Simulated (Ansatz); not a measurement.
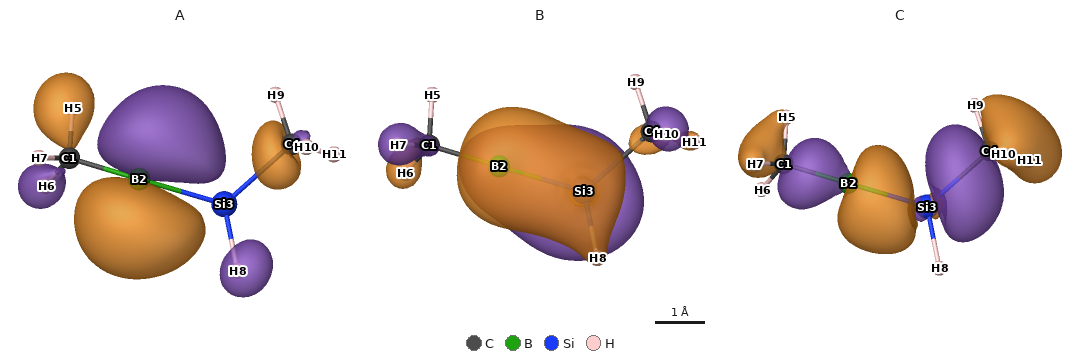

Figure 1: C₂H₇BSi. Three frontier orbitals at ±0.1 Å⁻³ᐟ² (orange and purple are the two phases), in no order.

All numbers below come from Ansatz, UKS B3LYP-D4/cc-pVDZ.

Input

```
crystal:
  periodic: [false, false, false]
  atoms:
    - { symbol: C, position_ang: [-0.71475, 2.27129, 0.33089] }
    - { symbol: B, position_ang: [0.22787, 1.03833, 0.21976] }
    - { symbol: Si, position_ang: [0.78072, -0.66958, 0.50768] }
    - { symbol: C, position_ang: [0.27753, -2.08448, -0.66263] }
    - { symbol: H, position_ang: [-1.5744, 2.07051, -0.31368] }
    - { symbol: H, position_ang: [-1.11844, 2.43565, 1.33208] }
    - { symbol: H, position_ang: [-0.29135, 3.21802, -0.00985] }
    - { symbol: H, position_ang: [1.90196, -1.16179, 1.31709] }
    - { symbol: H, position_ang: [-0.54173, -1.76969, -1.30298] }
    - { symbol: H, position_ang: [1.10357, -2.38363, -1.30479] }
    - { symbol: H, position_ang: [-0.051, -2.96464, -0.11357] }
magnetization:
  spin_polarized: true
basis:
  gaussian: { orbitals: cc-pVDZ }
hamiltonian:
  xc: b3lyp
  dispersion: d4
relax:
  f_tol: 0.02
  max_steps: 50
output:
  orbitals: {}
```

Command:

```sh
ansatz run input.yaml --threads 2 --pin off --max-ram 3072MiB --backend cpu --events-out ev --progress --plain --runs-dir out
```

The fields are those of the run's last geometry, not of the input's.

### Order the three orbitals by energy and name them.

C is the HOMO−1 (−8.64 eV). It lies mainly on C4 (about 30 %), Si3 (about 30 %), B2 (about 20 %) and C1 (about 10 %). B is the HOMO (−4.89 eV). Its weight (Hirshfeld) is mainly on Si3 (about 50 %) and B2 (about 35 %); π-bonding across Si3–B2. A is the LUMO (−1.99 eV). Its weight (Hirshfeld) is mainly on B2 (about 55 %), Si3 (about 20 %) and C1 (about 10 %).

### What is the HOMO–LUMO gap?

2.90 eV between the orbital energies.
